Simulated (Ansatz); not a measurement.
# wB97M-V/def2-TZVPPD run of GeH2 (SMILES [GeH2])

What is the vertical ionisation energy of GeH2 at wB97M-V/def2-TZVPPD? 

The results are computed with Ansatz 0.2.0.

34 further runs of the same task are left out: 34 set aside as unsound or not needed.

**1. The molecule**

GeH2 has 3 atoms, charge 0, and is taken as a singlet. SMILES: `[GeH2]`. The coordinates come from a PBE0-D4/def2-TZVP relaxation.

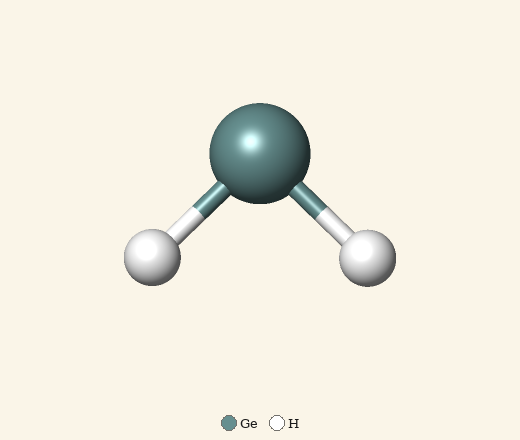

The structure, seen from a chosen angle (germanium teal, hydrogen white).

**2. The energy at wB97M-V/def2-TZVPPD**

job.yaml reads:

```yaml
basis:
  gaussian: {orbitals: def2-TZVPPD.json}
crystal:
  periodic: [false, false, false]
  atoms:
    - symbol: Ge
      position_ang: [-0.570100, 0.405100, -0.263700]
    - symbol: H
      position_ang: [0.783000, 0.743600, 0.509000]
    - symbol: H
      position_ang: [-0.212900, -1.148700, -0.245300]
total_charge: 0
hamiltonian: {xc: {name: wB97M-V}}
accuracy: high
output: {orbitals: {seedname: orbitals}}
```

The basis set def2-TZVPPD is read from a file made from the Basis Set Exchange's data (not shown).

Launch:

```console
$ ansatz run job.yaml --threads 1 --pin off --max-ram 3480MiB --events-out events.jsonl --progress --plain --runs-dir runs
```

What it wrote:

```text
Warning: RAYON_NUM_THREADS=1 ignored (pool sized by the plan → 1); use --threads N
Functional definition: wB97M-V
  name "wB97M-V"
  parameter omega = 0.3/bohr
  parameter cx = 0.15
  parameter cx01 = 1.007
  parameter cx10 = 0.259
  parameter css00 = 0.443
  parameter css04 = -1.437
  parameter css10 = -4.535
  parameter css20 = -3.390
  parameter css43 = 4.278
  parameter cos00 = 1.000
  parameter cos10 = 1.358
  parameter cos20 = 2.924
  parameter cos21 = -8.812
  parameter cos60 = -1.390
  parameter cos61 = 9.142
  parameter b = 6.0
  parameter c = 0.01
  gx(w, u) = 1 - cx + cx01*u + cx10*w
  gss(w, u) = css00 + css04*u^4 + css10*w + css20*w^2 + css43*w^4*u^3
  gos(w, u) = cos00 + cos10*w + (cos20 + cos21*u)*w^2 + (cos60 + cos61*u)*w^6
  exchange = spin_sum(e_x_unif_sr(omega)*gx(b97_w, b97_u_x)) + cx*exact_x_sr(omega) + exact_x_lr(omega)
  correlation = spin_sum(e_c_pw_mod_same_spin*gss(b97_w, b97_u_same))
      + integral(e_c_pw_mod_opposite_spin*gos(b97_w_opposite, b97_u_opposite)) + vv10(b, c)
1286 factors; integrals over basis functions are off by at most 4.5e-9 eV
277 factors; integrals over basis functions are off by at most 2.5e-9 eV
mean field evaluation 1: about -56545.5056 eV, gradient 1.3e1 eV
mean field evaluation 2: about -56545.7166 eV, gradient 1.1e1 eV
mean field evaluation 4: about -56545.8054 eV, gradient 1.5e0 eV
mean field evaluation 8: about -56545.8293 eV, gradient 6.5e-2 eV
mean field evaluation 16: about -56545.8294 eV, gradient 1.2e-5 eV
mean field -56545.82939143 eV, -2078.0209019951 hartree, gradient 6.3e-9 eV, S^2 0.000000; 0 other end points of the search recorded, 0 dependent functions left out
reference -56545.82939494 eV, -2078.0209021241 hartree; 17, 17 occupied and 71, 71 virtual orbitals, 1286 factors
Total energy: -56545.82939494 eV, -2078.0209021241 hartree
```

It took 21 s on 1 thread of Arm Neoverse V2, shared host; peak memory 0.33 GiB.

**3. The doublet cation**

job.yaml reads:

```yaml
crystal:
  periodic: [false, false, false]
  atoms:
    - {symbol: Ge, position_ang: [-0.570100, 0.405100, -0.263700]}
    - {symbol: H, position_ang: [0.783000, 0.743600, 0.509000]}
    - {symbol: H, position_ang: [-0.212900, -1.148700, -0.245300]}
basis:
  gaussian:
    orbitals: def2-TZVPPD.json
total_charge: 1
magnetization:
  spin_polarized: true
  initial_magnetization: 1
hamiltonian:
  xc: {name: wB97M-V}
accuracy: high
output: {orbitals: {seedname: orbitals}}
```

The basis set def2-TZVPPD is read from a file made from the Basis Set Exchange's data (not shown).

Launch:

```console
$ ansatz run job.yaml --threads 1 --pin off --max-ram 3480MiB --events-out events.jsonl --progress --plain --runs-dir runs
```

What it wrote:

```text
Warning: RAYON_NUM_THREADS=1 ignored (pool sized by the plan → 1); use --threads N
[... 19 set-up lines as earlier in the session ...]
  gx(w, u) = 1 - cx + cx01*u + cx10*w
  gss(w, u) = css00 + css04*u^4 + css10*w + css20*w^2 + css43*w^4*u^3
  gos(w, u) = cos00 + cos10*w + (cos20 + cos21*u)*w^2 + (cos60 + cos61*u)*w^6
[... 2 set-up lines as earlier in the session ...]
      + integral(e_c_pw_mod_opposite_spin*gos(b97_w_opposite, b97_u_opposite)) + vv10(b, c)
1286 factors; integrals over basis functions are off by at most 4.5e-9 eV
277 factors; integrals over basis functions are off by at most 2.5e-9 eV
mean field evaluation 1: about -56535.7915 eV, gradient 9.0e0 eV
mean field evaluation 2: about -56536.2997 eV, gradient 4.3e0 eV
mean field evaluation 4: about -56536.3703 eV, gradient 3.1e-1 eV
mean field evaluation 8: about -56536.3917 eV, gradient 1.5e-2 eV
mean field evaluation 16: about -56536.3917 eV, gradient 7.5e-5 eV
mean field -56536.39169179 eV, -2077.6740729305 hartree, gradient 3.3e-8 eV, S^2 0.753767; 0 other end points of the search recorded, 0 dependent functions left out
reference -56536.39169502 eV, -2077.6740730491 hartree; 17, 16 occupied and 71, 72 virtual orbitals, 1286 factors
Total energy: -56536.39169502 eV, -2077.6740730491 hartree
```

Wall time 34 s (1 thread of Arm Neoverse V2, shared host); peak memory 0.56 GiB.

**4. Results**

Level: wB97M-V/def2-TZVPPD.

```
                                          quantity           value
                        singlet GeH2: total energy  -2078.02090 Eh
                         singlet GeH2: HOMO energy        -9.03 eV
                         singlet GeH2: LUMO energy        -1.01 eV
                       singlet GeH2: HOMO–LUMO gap         8.02 eV
                      doublet cation: total energy  -2077.67407 Eh
doublet cation: HOMO energy (highest over α and β)       -17.65 eV
 doublet cation: LUMO energy (lowest over α and β)        -9.94 eV
                              doublet cation: ⟨S²⟩           0.754
vertical ionisation energy (to the doublet cation)        9.438 eV
```

What this shows: Removing an electron at fixed nuclei costs 9.44 eV (911 kJ/mol). The negative HOMO energy of the first species, 9.03 eV, lies 0.41 eV below that difference.
